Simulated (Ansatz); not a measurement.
# Mo wire along [111], 24 atoms a period: bands along the axis

Wanted: the relaxed geometry and the bands of the Mo wire along [111], 24 atoms a period.

Main program and level: Ansatz 0.2.0; DFT PBE, plane waves, PAW; relaxation of a wire's period; PAW set soft_1, in the first sound run; inputs show where later runs differ.

### 1. Set-up

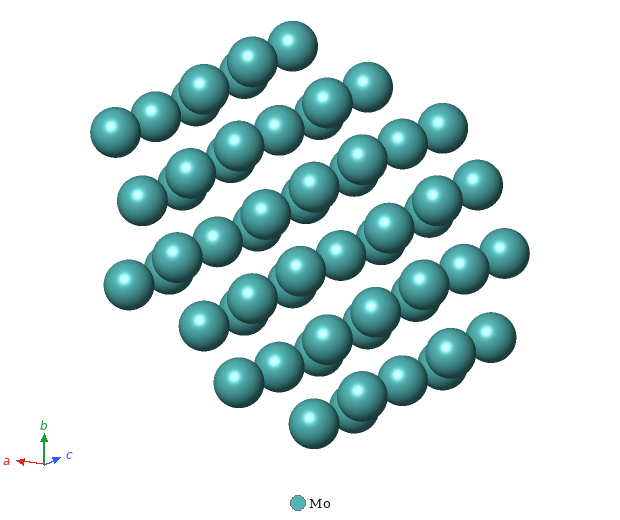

The cell as given, at a slant to the c axis (molybdenum teal). 1×1×2 cells are drawn. Some periodic images of atoms are drawn too.

The cell holds 24 atoms: 24 Mo. Its edges and angles: a = 17.972 Å, b = 18.411 Å, c = 2.737 Å, α = 90.0°, β = 90.0°, γ = 90.0°. Vacuum lies along a and b. The structure's axis is c.

### 2. Relaxing the period

Band widths follow the bond lengths, so the wire is relaxed first. The atoms and the third cell vector are free; the box across stays fixed as vacuum. A Fermi-Dirac smearing is set since the result may be a metal. The pressure printed is a third of the stress's trace over the whole box, vacuum included; only the stress along the axis is relaxed.

Input file input.yaml:

```yaml
crystal:
  lattice:
    - [17.972, 0.0, 0.0]
    - [0.0, 18.411, 0.0]
    - [0.0, 0.0, 2.736640276]
  atoms:
    - { symbol: Mo, position: [0.189183174, 0.464953473, 0.0] }
    - { symbol: Mo, position: [0.3135131, 0.675164423, 0.0] }
    - { symbol: Mo, position: [0.437843026, 0.464953473, 0.0] }
    - { symbol: Mo, position: [0.562172952, 0.675164423, 0.0] }
    - { symbol: Mo, position: [0.189183174, 0.605094106, 0.333333333] }
    - { symbol: Mo, position: [0.3135131, 0.394883156, 0.333333333] }
    - { symbol: Mo, position: [0.437843026, 0.184672207, 0.333333333] }
    - { symbol: Mo, position: [0.437843026, 0.605094106, 0.333333333] }
    - { symbol: Mo, position: [0.562172952, 0.394883156, 0.333333333] }
    - { symbol: Mo, position: [0.562172952, 0.815305056, 0.333333333] }
    - { symbol: Mo, position: [0.686502877, 0.605094106, 0.333333333] }
    - { symbol: Mo, position: [0.810832803, 0.394883156, 0.333333333] }
    - { symbol: Mo, position: [0.189183174, 0.32481284, 0.666666667] }
    - { symbol: Mo, position: [0.3135131, 0.53502379, 0.666666667] }
    - { symbol: Mo, position: [0.437843026, 0.32481284, 0.666666667] }
    - { symbol: Mo, position: [0.437843026, 0.745234739, 0.666666667] }
    - { symbol: Mo, position: [0.562172952, 0.53502379, 0.666666667] }
    - { symbol: Mo, position: [0.686502877, 0.32481284, 0.666666667] }
    - { symbol: Mo, position: [0.686502877, 0.745234739, 0.666666667] }
    - { symbol: Mo, position: [0.810832803, 0.53502379, 0.666666667] }
    - { symbol: Mo, position: [0.3135131, 0.254742523, 0.0] }
    - { symbol: Mo, position: [0.562172952, 0.254742523, 0.0] }
    - { symbol: Mo, position: [0.686502877, 0.464953473, 0.0] }
    - { symbol: Mo, position: [0.810832803, 0.675164423, 0.0] }
kpoints:
  mp_grid: { grid: [1, 1, 30] }
scf:
  occupations: { method: fermi_dirac, width: 0.05 }
hamiltonian:
  xc: pbe
  pseudopotentials: { kind: paw, azcp: { folder: soft_1 } }
relax:
  cell: { fix: [a, b, alpha, beta, gamma] }
  max_steps: 45
  f_tol: 0.03
```

On the command line:

```sh
> ansatz run input.yaml --threads 4 --pin off --max-ram 16384MiB --backend cpu --events-out ev --progress --plain --runs-dir out
```

Numbers of over 12 decimals in the logs are rounded to 6 here.

What it wrote:

```text
Engine: ansatz 0.2.0, aarch64-unknown-linux-gnu
Pseudopotentials: kind: paw
Pseudopotential: Mo, paw, valence charge 14, recommended cutoff 420 eV (normal), soft_1/Mo.paw.azcp
Functional definition: PBE
  parameter kappa = 0.804
  parameter beta = 0.066725
  exchange = pbe_x(kappa = kappa, mu = beta*pi^2/3)
  correlation = pbe_c(beta = beta)
Crystal: 24 atoms, lattice volume = 905.506 Å³
Basis set: ecut = 420 eV, 17777 PW (Γ), exchange–correlation on 250×250×40 points (8 copies of the dense FFT grid, shifted against one another)
Bands: 202, of which v1, the nominal top of the filled ones, is band 168 counted from 1 (167 counted from 0)
Symmetry: 2 space group operations
Space group: P-1 (ITA 2), of the structure as read, at distance tolerance 9.7e-5 Å
k-points: 16 of 30
Non-local potential: Mo, projectors of the file, l = 0: 3, l = 1: 2, l = 2: 2, l = 3: 1
PAW form: soft (Blöchl's): semilocal exchange-correlation on the pseudo side does not see the compensation charge
PAW one-centre angular grid: Mo, 590 points (default); XC on 64 Gauss nodes
Initial density: superposition of atomic densities (neutral atoms: chi_scale 0, normalization atom)
Initial wavefunctions: pseudopotential atomic-orbital guess
Functional: x = pbe(κ = 0.804, μ = 0.219515), c = pbe(β = 0.066725)
SCF iter   1: F=—  HF=-118943.789936 eV  |F-HF|=—  |Δ(HF+E_count)|=         —  Δρ=6.91e-2  dr2=1.97e2  ethr=3.10e-3  ⟨swp⟩=9.4  Hψ=15243  notcnv=0
preconditioner: auto → LDOS  [metal: Δε(μ)=0.010 eV  Ē_g=4.089 eV  σ=0.050 eV  W_gap=0.05  n_scr=142 (ndim 8)  ℏωp=14.8 eV  f_vac=0.460  D(μ)=29.05/eV (n_scr^D=172)  β→1.0]
SCF iter   2: F=—  HF=-118931.243799 eV  |F-HF|=—  |Δ(HF+E_count)|=    1.25e1  Δρ=4.82e-2  dr2=6.84e1  ethr=3.10e-3  ⟨swp⟩=4.3  Hψ=9001  notcnv=0  defer=33
SCF iter   3: F=—  HF=-118923.142627 eV  |F-HF|=—  |Δ(HF+E_count)|=    8.10e0  Δρ=1.01e-2  dr2=2.90e0  ethr=3.10e-3  ⟨swp⟩=3.8  Hψ=7923  notcnv=0  defer=30
SCF iter   4: F=—  HF=-118922.577010 eV  |F-HF|=—  |Δ(HF+E_count)|=   5.66e-1  Δρ=3.27e-3  dr2=1.29e-1  ethr=8.64e-4  ⟨swp⟩=3.7  Hψ=6927  notcnv=0  defer=30
SCF iter   5: F=—  HF=-118922.574916 eV  |F-HF|=—  |Δ(HF+E_count)|=   2.09e-3  Δρ=1.33e-3  dr2=4.12e-2  ethr=3.83e-5  ⟨swp⟩=2.6  Hψ=6273  notcnv=0  defer=30
SCF iter   6: F=—  HF=-118922.572812 eV  |F-HF|=—  |Δ(HF+E_count)|=   2.10e-3  Δρ=4.23e-4  dr2=4.52e-3  ethr=1.23e-5  ⟨swp⟩=2.1  Hψ=4565  notcnv=0  defer=30
SCF iter   7: F=—  HF=-118922.572969 eV  |F-HF|=—  |Δ(HF+E_count)|=   1.58e-4  Δρ=1.72e-4  dr2=9.80e-4  ethr=1.35e-6  ⟨swp⟩=2.8  Hψ=5496  notcnv=0  defer=30
SCF iter   8: F=—  HF=-118922.573002 eV  |F-HF|=—  |Δ(HF+E_count)|=   3.29e-5  Δρ=8.16e-5  dr2=1.78e-4  ethr=2.92e-7  ⟨swp⟩=2.4  Hψ=5168  notcnv=0  defer=30
SCF iter   9: F=—  HF=-118922.572995 eV  |F-HF|=—  |Δ(HF+E_count)|=   7.39e-6  Δρ=2.59e-5  dr2=9.58e-6  ethr=5.29e-8  ⟨swp⟩=2.4  Hψ=4999  notcnv=0  defer=30
SCF iter  10: F=—  HF=-118922.571027 eV  |F-HF|=—  |Δ(HF+E_count)|=   1.97e-3  Δρ=1.14e-5  dr2=2.04e-6  ethr=2.85e-9  ⟨swp⟩=3.1  Hψ=5825  notcnv=0  defer=30
SCF iter  11: F=—  HF=-118922.571028 eV  |F-HF|=—  |Δ(HF+E_count)|=   4.22e-7  Δρ=4.74e-6  dr2=3.88e-7  ethr=6.07e-10  ⟨swp⟩=2.4  Hψ=5345  notcnv=0  defer=30
SCF iter  12: F=-118922.571028 eV  HF=-118922.571028 eV  |F-HF|=2.92e-8  |Δ(HF+E_count)|=   1.50e-7  Δρ=1.43e-6  dr2=6.42e-8  ethr=2.98e-11  ⟨swp⟩=5.1  Hψ=11074  notcnv=0
SCF 1 converged in 12 iterations: F = -118922.571028 eV  dr2 = 6.42e-8
  greatest PAW one-centre occupation: 0.999 electrons in one spin orbital (limit 2), on the Mo atom at site 8 (counted from 0), in its partial waves of l = 0
relax step   1: F+E_penalty+E_count = -118922.57102803 eV  Δ(F+E_penalty+E_count) = +0.000e0 eV  max|allowed force component| = 1.616e0 eV/Å  Δτ_max = 0.0000 Å  P = -5.553 GPa  Ω = 905.506 Å³  fix = [a, b, alpha, beta, gamma]  reactions: a -5.238, b -4.973 GPa; alpha -0.112, beta -0.189, gamma +0.204 GPa/rad  (12 SCF iters, dr2 threshold 1.00e-7 eV, accepted)
Crystal: 24 atoms, lattice volume = 869.935 Å³
Basis set: ecut = 420 eV, 17081 PW (Γ), exchange–correlation on 250×250×40 points (8 copies of the dense FFT grid, shifted against one another)
Initial density: handed on by an earlier stage of this run
Initial wavefunctions: those handed on with the density
iter 1 solved again at ethr=1.98e-3 eV; its pass at ethr=3.10e-3 eV (dr2=6.64e0 eV) is discarded
SCF iter   1: F=—  HF=-118924.071979 eV  |F-HF|=—  |Δ(HF+E_count)|=         —  Δρ=1.66e-2  dr2=6.73e0  ethr=1.98e-3  ⟨swp⟩=1.6  Hψ=19208  notcnv=0
preconditioner: auto → LDOS  [metal: Δε(μ)=0.020 eV  Ē_g=3.960 eV  σ=0.050 eV  W_gap=0.10  n_scr=140 (ndim 8)  ℏωp=15.1 eV  f_vac=0.487  D(μ)=24.57/eV (n_scr^D=136)  β→1.0]
SCF iter   2: F=—  HF=-118923.867988 eV  |F-HF|=—  |Δ(HF+E_count)|=   2.04e-1  Δρ=7.96e-3  dr2=2.08e0  ethr=1.98e-3  ⟨swp⟩=3.9  Hψ=5656  notcnv=0  defer=3
SCF iter   3: F=—  HF=-118923.637404 eV  |F-HF|=—  |Δ(HF+E_count)|=   2.31e-1  Δρ=2.60e-3  dr2=1.97e-1  ethr=6.19e-4  ⟨swp⟩=3.3  Hψ=5934  notcnv=0  defer=87
SCF iter   4: F=—  HF=-118923.601211 eV  |F-HF|=—  |Δ(HF+E_count)|=   3.62e-2  Δρ=7.03e-4  dr2=9.87e-3  ethr=5.87e-5  ⟨swp⟩=2.8  Hψ=5732  notcnv=0  defer=87
SCF iter   5: F=—  HF=-118923.601961 eV  |F-HF|=—  |Δ(HF+E_count)|=   7.51e-4  Δρ=2.09e-4  dr2=6.29e-4  ethr=2.94e-6  ⟨swp⟩=2.6  Hψ=4553  notcnv=0  defer=87
SCF iter   6: F=—  HF=-118923.600464 eV  |F-HF|=—  |Δ(HF+E_count)|=   1.50e-3  Δρ=8.18e-5  dr2=1.35e-4  ethr=1.87e-7  ⟨swp⟩=2.9  Hψ=6122  notcnv=0  defer=87
SCF iter   7: F=—  HF=-118923.600497 eV  |F-HF|=—  |Δ(HF+E_count)|=   3.29e-5  Δρ=3.24e-5  dr2=1.63e-5  ethr=4.03e-8  ⟨swp⟩=2.2  Hψ=5093  notcnv=0  defer=87
SCF iter   8: F=-118923.600504 eV  HF=-118923.600504 eV  |F-HF|=4.63e-7  |Δ(HF+E_count)|=   6.81e-6  Δρ=9.72e-6  dr2=1.38e-6  ethr=7.14e-10  ⟨swp⟩=6.1  Hψ=12839  notcnv=0
SCF 2 converged in 8 iterations: F = -118923.600504 eV  dr2 = 1.38e-6
  greatest PAW one-centre occupation: 0.999 electrons in one spin orbital (limit 2), on the Mo atom at site 14 (counted from 0), in its partial waves of l = 0
relax step   2: F+E_penalty+E_count = -118923.60050435 eV  Δ(F+E_penalty+E_count) = -1.029e0 eV  max|allowed force component| = 1.251e0 eV/Å  Δτ_max = 0.1948 Å  P = +3.404 GPa  Ω = 869.935 Å³  energy of the carried Pulay correction = +3.612e-3 eV  fix = [a, b, alpha, beta, gamma]  reactions: a +2.572, b +2.861 GPa; alpha -0.132, beta -0.232, gamma +0.200 GPa/rad  (8 SCF iters, dr2 threshold 2.40e-6 eV, accepted)
Crystal: 24 atoms, lattice volume = 885.482 Å³
[...]
relax step   6: F+E_penalty+E_count = -118924.19990868 eV  Δ(F+E_penalty+E_count) = -1.158e-3 eV  max|allowed force component| = 1.237e-2 eV/Å  Δτ_max = 0.0090 Å  P = -0.018 GPa  Ω = 885.936 Å³  energy of the carried Pulay correction = +1.969e-3 eV  fix = [a, b, alpha, beta, gamma]  reactions: a -0.078, b -0.003 GPa; alpha -0.004, beta -0.009, gamma +0.019 GPa/rad  (6 SCF iters, dr2 threshold 1.82e-7 eV, accepted)
Basis set: ecut = 420 eV, 17397 PW (Γ), exchange–correlation on 250×250×36 points (8 copies of the dense FFT grid, shifted against one another)
Initial wavefunctions: pseudopotential atomic-orbital guess (no wavefunctions were taken with the density)
iter 1 solved again at ethr=5.24e-8 eV; its pass at ethr=3.10e-3 eV (dr2=1.76e-4 eV) is discarded
SCF iter   1: F=—  HF=-118924.198536 eV  |F-HF|=—  |Δ(HF+E_count)|=         —  Δρ=3.54e-5  dr2=1.87e-6  ethr=5.24e-8  ⟨swp⟩=6.1  Hψ=27074  notcnv=0
preconditioner: auto → LDOS  [metal: Δε(μ)=0.016 eV  Ē_g=3.786 eV  σ=0.050 eV  W_gap=0.08  n_scr=140 (ndim 8)  ℏωp=15.0 eV  f_vac=0.483  D(μ)=22.74/eV (n_scr^D=120)  β→1.0]
SCF iter   2: F=—  HF=-118924.197713 eV  |F-HF|=—  |Δ(HF+E_count)|=   8.23e-4  Δρ=6.53e-6  dr2=3.41e-7  ethr=5.57e-10  ⟨swp⟩=3.3  Hψ=6888  notcnv=0
SCF iter   3: F=—  HF=-118924.197713 eV  |F-HF|=—  |Δ(HF+E_count)|=   6.08e-8  Δρ=2.72e-6  dr2=1.76e-7  ethr=1.01e-10  ⟨swp⟩=2.8  Hψ=6441  notcnv=0
SCF iter   4: F=—  HF=-118924.197713 eV  |F-HF|=—  |Δ(HF+E_count)|=   3.82e-8  Δρ=8.47e-7  dr2=6.31e-9  ethr=5.24e-11  ⟨swp⟩=2.8  Hψ=5321  notcnv=0
SCF iter   5: F=—  HF=-118924.197713 eV  |F-HF|=—  |Δ(HF+E_count)|=   1.86e-9  Δρ=1.92e-7  dr2=7.21e-10  ethr=1.88e-12  ⟨swp⟩=3.2  Hψ=7503  notcnv=0
SCF iter   6: F=-118924.197713 eV  HF=-118924.197713 eV  |F-HF|=1.46e-10  |Δ(HF+E_count)|=  2.91e-11  Δρ=6.56e-8  dr2=7.11e-11  ethr=1.00e-12  ⟨swp⟩=5.3  Hψ=11317  notcnv=0
SCF 7 converged in 6 iterations: F = -118924.197713 eV  dr2 = 7.11e-11
relax step   7: F+E_penalty+E_count = -118924.19771307 eV  Δ(F+E_penalty+E_count) = +2.196e-3 eV  max|allowed force component| = 1.237e-2 eV/Å  Δτ_max = 0.0000 Å  P = -0.016 GPa  Ω = 885.936 Å³  fix = [a, b, alpha, beta, gamma]  reactions: a -0.075, b -0.001 GPa; alpha -0.004, beta -0.009, gamma +0.019 GPa/rad  stress off target by 2.82e-2 GPa on what of the cell is left free  SCF on the basis re-selected at this cell (its energy is not comparable with the rows above)  (6 SCF iters)
basis re-selected at this cell: Δ(F+E_penalty+E_count) = +2.196e-3 eV, ΔP = +0.003 GPa vs the last step (what re-selecting the basis moved, of the pressure what is left beyond the Pulay correction that the steps carried, after the strain that the cell walked since its last selection, with what the two solves' SCF thresholds leave and, on support functions, any second-order correction that the steps lacked; it is no measure of the basis error at this ecutwfc). The dense FFT grid was sized anew with the basis: this SCF ran on 125×125×18 points, the steps before it on 125×125×20, so part of this shift can come from that change (see relax.cell in the input reference). [rest of the remark cut]
SCF converged after 6 iterations
Free energy (F): -118924.197713 eV
Harris-Foulkes:  -118924.197713 eV  (|F-HF|=1.46e-10)
Internal energy: -118924.006884 eV  (E = F + TS)
E sigma→0 (E₀):  -118924.102298 eV
Entropy (-TS):   -0.190829 eV (-7.951 meV/atom)
Fermi energy:    6.533097 eV
--- Per-component energies (eV) ---
  E_band       = -6169.881283
  E_kinetic    = 10129.157270
  E_local      = -223549.172905  (includes V_loc(G=0)·N_el)
  E_nonlocal   = 3582.928863
  E_hartree    = 106382.062324
  E_xc         = -4212.299576
  E_vxc        = -5249.290774  (∫ρ·V_xc dr)
  E_paw        = -77092.353039  (= ΣΔE_a)
  E_vpaw       = -3847.630706  (= ΣTr[D̂ρ^β])
  E_aug_tail   = 0.001205  (compensation charges beyond the density's cutoff)
  E_ewald      = 65835.668973
  E_smearing   = -0.190829  (= −TS)
  E_closure    = 0.000000  (closes the sum)
  Σ components = -118924.197713   (vs F -118924.197713, Δ=0.00e0)
--- Forces (eV/Å), atoms counted from 1 ---
  atom   1  Mo     0.00524175     0.01055668     0.00393828
  atom   2  Mo     0.00172679    -0.00022747    -0.00585126
  atom   3  Mo     0.00391214     0.00174037     0.00168711
  atom   4  Mo    -0.00560197    -0.00026612    -0.01236870
  atom   5  Mo    -0.00002729     0.00159965    -0.00971884
  atom   6  Mo    -0.00165264    -0.00073452    -0.00440849
  atom   7  Mo     0.00054898    -0.00120572    -0.00999431
  atom   8  Mo     0.00403516    -0.00634750    -0.00040402
  atom   9  Mo    -0.00403516     0.00634750     0.00040402
  atom  10  Mo    -0.00054898     0.00120572     0.00999431
  atom  11  Mo     0.00165264     0.00073452     0.00440849
  atom  12  Mo     0.00002729    -0.00159965     0.00971884
  atom  13  Mo    -0.00256048    -0.00218947    -0.00271983
  atom  14  Mo     0.00267221     0.00450292     0.01122926
  atom  15  Mo     0.00560197     0.00026612     0.01236870
  atom  16  Mo     0.00064949    -0.00177200     0.00607805
  atom  17  Mo    -0.00391214    -0.00174037    -0.00168711
  atom  18  Mo    -0.00172679     0.00022747     0.00585126
  atom  19  Mo    -0.01160238     0.00058589    -0.00346457
  atom  20  Mo    -0.00524175    -0.01055668    -0.00393828
  atom  21  Mo     0.01160238    -0.00058589     0.00346457
  atom  22  Mo    -0.00064949     0.00177200    -0.00607805
  atom  23  Mo    -0.00267221    -0.00450292    -0.01122926
  atom  24  Mo     0.00256048     0.00218947     0.00271983
  max |Σ_I F_I| component: 2.17e-18 eV/Å
--- Stress (GPa, compression-positive) ---
       -0.075080      -0.019354       0.008656
       -0.019354      -0.000581       0.003871
        0.008656       0.003871       0.028220
  P = ⅓ Tr σ = -0.0158 GPa (-0.158 kbar)
--- Relaxed structure (6 steps of the walk, 6 accepted, 1 SCFs on fresh bases) ---
  F+E_penalty+E_count = -118924.19771307 eV   max|allowed force component| = 1.237e-2 eV/Å   (the final SCF, on the basis selected at the relaxed cell)
  cell:  # Å, volume = 885.9358 Å³
    - [17.972, 0, 0]
    - [0, 18.411, 0]
    - [0, 0, 2.677494]
  atoms:
    - { symbol: Mo, position: [0.192506, 0.466096, -0.00689649] }
    - { symbol: Mo, position: [0.315413, 0.674518, 0.00967172] }
    - { symbol: Mo, position: [0.438471, 0.465374, -0.00986438] }
    - { symbol: Mo, position: [0.561966, 0.676059, 0.00854323] }
    - { symbol: Mo, position: [0.198336, 0.601997, 0.325082] }
    - { symbol: Mo, position: [0.312085, 0.394173, 0.323533] }
    - { symbol: Mo, position: [0.439480, 0.194173, 0.324817] }
    - { symbol: Mo, position: [0.436656, 0.607117, 0.333408] }
    - { symbol: Mo, position: [0.563344, 0.392860, 0.333258] }
    - { symbol: Mo, position: [0.560520, 0.805804, 0.341849] }
    - { symbol: Mo, position: [0.687915, 0.605804, 0.343134] }
    - { symbol: Mo, position: [0.801664, 0.397981, 0.341585] }
    - { symbol: Mo, position: [0.197847, 0.329821, 0.636425] }
    - { symbol: Mo, position: [0.312759, 0.535809, 0.658391] }
    - { symbol: Mo, position: [0.438034, 0.323918, 0.658123] }
    - { symbol: Mo, position: [0.437535, 0.743329, 0.657075] }
    - { symbol: Mo, position: [0.561529, 0.534603, 0.676531] }
    - { symbol: Mo, position: [0.684587, 0.325459, 0.656995] }
    - { symbol: Mo, position: [0.684014, 0.742886, 0.673429] }
    - { symbol: Mo, position: [0.807494, 0.533881, 0.673563] }
    - { symbol: Mo, position: [0.315986, 0.257091, -0.00676194] }
    - { symbol: Mo, position: [0.562465, 0.256648, 0.00959216] }
    - { symbol: Mo, position: [0.687241, 0.464168, 0.00827524] }
    - { symbol: Mo, position: [0.802153, 0.670156, 0.030242] }
```

Run time: 12 min. Hardware: 4 threads of Arm Neoverse V1, shared host; peak memory 4.6 GiB; 46 min of CPU time.

[end of part 1 of 2]

[Logs are printed without paths, hosts, clocks, repeated set-up lines and the standing remarks that a program may print on its own settings, such as how far it seeks lower states.]

[Hosts, paths, dates, database ids (printed as entryN), source tags and the programs' standing remarks are cut or masked in the printed files.]
